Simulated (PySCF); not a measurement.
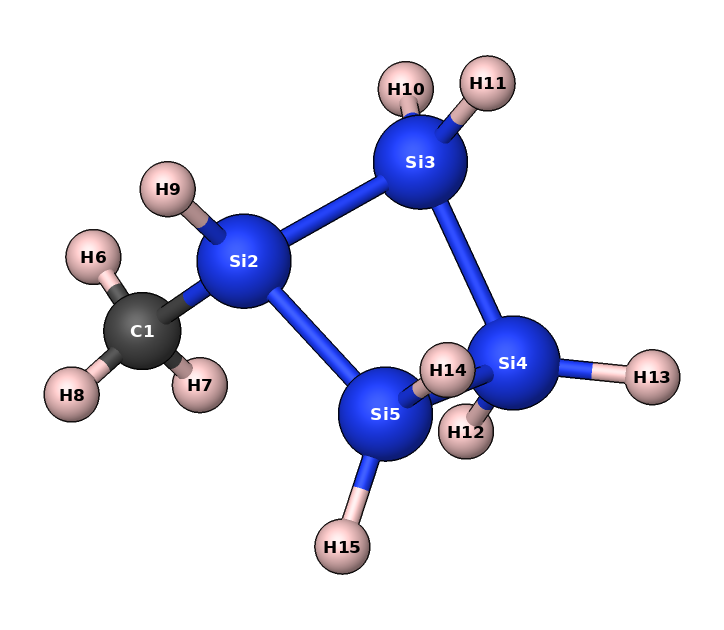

Every bond is drawn as one stick. The geometry was computed by an optimisation with PBE0-D3(BJ)/def2-SVP. No frequency run is at hand to confirm it as a minimum. Computed with PBE0/pcSseg-1 (PySCF 2.14.0).

List the Mayer bond orders of C1–Si2, C1–H6, C1–H7, C1–H8, Si2–Si3, Si2–H9, Si3–H10, Si3–Si4, Si4–H12, Si4–H13, Si3–H11, Si5–H15 (one bond of each equivalent set). Atoms whose distances differ by more than 0.02 Å in this geometry are listed apart.

```csv
bond,Mayer order,length (Å)
C1–Si2,0.92,1.890
C1–H6,0.95,1.101
C1–H7,0.95,1.101
C1–H8,0.95,1.101
Si2–Si3,0.86,2.364
Si2–H9,0.94,1.496
Si3–H10,0.93,1.497
Si3–Si4,0.84,2.361
Si4–H12,0.90,1.500
Si4–H13,0.94,1.495
Si3–H11,0.91,1.498
Si5–H15,0.93,1.497
```
